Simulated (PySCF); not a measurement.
# Core-level calculation, with input and output: Zn₂H₄O₃

The run: core-level calculation of Zn₂H₄O₃. Method and program: delta-SCF UKS SCAN, pcX-2 on the ionised atom, pcseg-1 elsewhere, spin-free X2C (PySCF 2.14.0).

Figures and captions count atoms from 1; the log counts them from 0 in places.

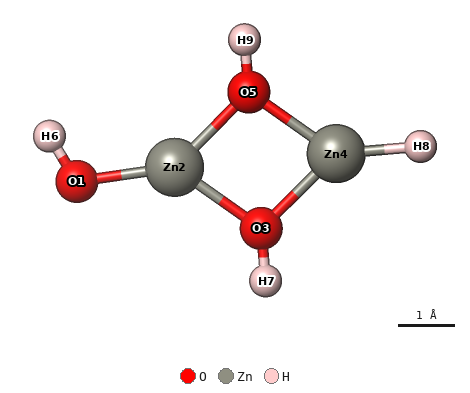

*The input geometry (ball-and-stick view, seen on its broad side; atoms are numbered from 1 in the order of the input). Sticks mark near contacts.*

Bond lengths as drawn: H–O 0.96 Å, H–Zn 1.54 Å and O–Zn 1.80 to 1.94 Å.

The input
```
{"job": {"kind": "xps", "holes": 5}, "charge": 0, "multiplicity": 1}
O      2.740359    -0.716259    -0.238892
Zn     1.007283    -0.262394    -0.098405
O     -0.196496     0.943358    -0.995492
Zn    -1.816813     0.605341     0.011791
O     -0.606775    -0.622964     0.902734
H      3.003405    -1.381741     0.403681
H     -0.030099     1.551294    -1.717045
H     -3.288828     1.063505     0.075104
H     -0.767647    -1.203273     1.647847
```

The first line tells a small driver script what to run in PySCF; the rest is the geometry in Å.

Machine: 1 CPU thread, shared host.

Run as:
```bash
OMP_NUM_THREADS=1 python <driver script> task.json out
```

The program's output
```
ground state, core basis on atom 0 (O), 155 functions
  cycle   1  E = -3812.38911338  |g| = 1.85e+00
  cycle   2  E = -3810.07274814  |g| = 3.67e+00
  cycle   3  E = -3812.83365456  |g| = 7.34e-01
  cycle   4  E = -3812.92702410  |g| = 2.56e-01
  cycle   5  E = -3812.93671645  |g| = 6.37e-02
  cycle   6  E = -3812.93726941  |g| = 3.72e-02
  cycle   7  E = -3812.93752988  |g| = 6.21e-03
  cycle   8  E = -3812.93753524  |g| = 1.70e-03
  cycle   9  E = -3812.93753677  |g| = 1.12e-03
  cycle  10  E = -3812.93753428  |g| = 1.24e-04
  E(ground) = -3813.31337945 Eh
hole in O 1s of atom 0
  cycle   1  E = -3792.38314499  |g| = 2.22e+00
  cycle   2  E = -3790.36533553  |g| = 2.50e+00
  cycle   3  E = -3792.99697721  |g| = 6.57e-01
  cycle   4  E = -3793.16180027  |g| = 3.92e-01
  cycle   5  E = -3793.19696449  |g| = 1.74e-01
  cycle   6  E = -3793.20711621  |g| = 2.08e-02
  cycle   7  E = -3793.20733763  |g| = 1.20e-02
  cycle   8  E = -3793.20738870  |g| = 4.83e-03
  cycle   9  E = -3793.20739869  |g| = 1.18e-03
  cycle  10  E = -3793.20739930  |g| = 8.30e-04
  cycle  11  E = -3793.20739828  |g| = 3.24e-04
  E(ion) = -3793.58428855 Eh   <S^2> = 0.7630   hole on atom = 1.000   binding energy = 536.856 eV
ground state, core basis on atom 2 (O), 155 functions
  cycle   1  E = -3812.93445653  |g| = 9.74e-02
  cycle   2  E = -3812.93388234  |g| = 6.84e-02
  cycle   3  E = -3812.93395674  |g| = 6.52e-02
  cycle   4  E = -3812.93467252  |g| = 4.11e-03
  cycle   5  E = -3812.93467136  |g| = 1.03e-03
  cycle   6  E = -3812.93467217  |g| = 2.36e-04
  E(ground) = -3813.30998001 Eh
hole in O 1s of atom 2
  cycle   1  E = -3792.33554334  |g| = 2.23e+00
  cycle   2  E = -3789.53913485  |g| = 2.76e+00
  cycle   3  E = -3792.49837518  |g| = 1.25e+00
  cycle   4  E = -3793.10764866  |g| = 3.71e-01
  cycle   5  E = -3793.14533557  |g| = 1.80e-01
  cycle   6  E = -3793.15435207  |g| = 9.95e-02
  cycle   7  E = -3793.15793062  |g| = 1.63e-02
  cycle   8  E = -3793.15801863  |g| = 7.91e-03
  cycle   9  E = -3793.15803741  |g| = 2.25e-03
  cycle  10  E = -3793.15803706  |g| = 5.39e-04
  cycle  11  E = -3793.15803817  |g| = 2.00e-04
  E(ion) = -3793.53488816 Eh   <S^2> = 0.7624   hole on atom = 1.000   binding energy = 538.108 eV
ground state, core basis on atom 4 (O), 155 functions
  cycle   1  E = -3812.93438967  |g| = 1.02e-01
  cycle   2  E = -3812.93322793  |g| = 9.33e-02
  cycle   3  E = -3812.93410931  |g| = 6.12e-02
  cycle   4  E = -3812.93477329  |g| = 5.79e-03
  cycle   5  E = -3812.93477670  |g| = 1.04e-03
  cycle   6  E = -3812.93477685  |g| = 2.51e-04
  E(ground) = -3813.30992590 Eh
hole in O 1s of atom 4
  cycle   1  E = -3792.33462224  |g| = 2.23e+00
  cycle   2  E = -3789.21078417  |g| = 2.88e+00
  cycle   3  E = -3792.42466122  |g| = 1.31e+00
  cycle   4  E = -3793.11434458  |g| = 3.49e-01
  cycle   5  E = -3793.15090950  |g| = 1.47e-01
  cycle   6  E = -3793.15570410  |g| = 9.34e-02
  cycle   7  E = -3793.15882239  |g| = 1.53e-02
  cycle   8  E = -3793.15890427  |g| = 6.83e-03
  cycle   9  E = -3793.15891994  |g| = 2.79e-03
  cycle  10  E = -3793.15892325  |g| = 5.68e-04
  cycle  11  E = -3793.15892335  |g| = 1.91e-04
  E(ion) = -3793.53540508 Eh   <S^2> = 0.7625   hole on atom = 1.000   binding energy = 538.092 eV
```

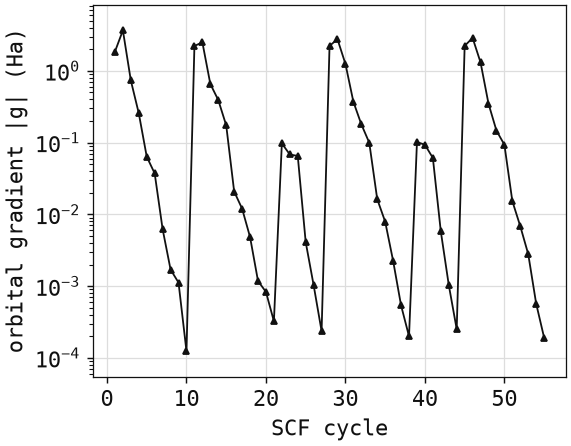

*Convergence of the self-consistent field: orbital gradient |g| against the SCF cycle.*

All cycles printed in the log are drawn one after another.

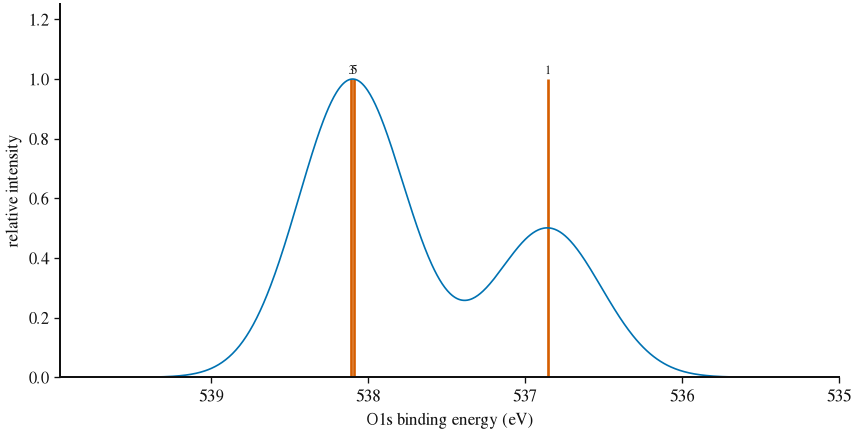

*O1s binding energies by ΔSCF of the atoms computed, labelled by atom number, with a Gaussian envelope of 0.8 eV full width.*

They run from 536.86 eV (atom 1) to 538.11 eV (atom 3).

Summary

- outcome: converged
- wall time: 13 s
- peak memory: 0.54 GiB
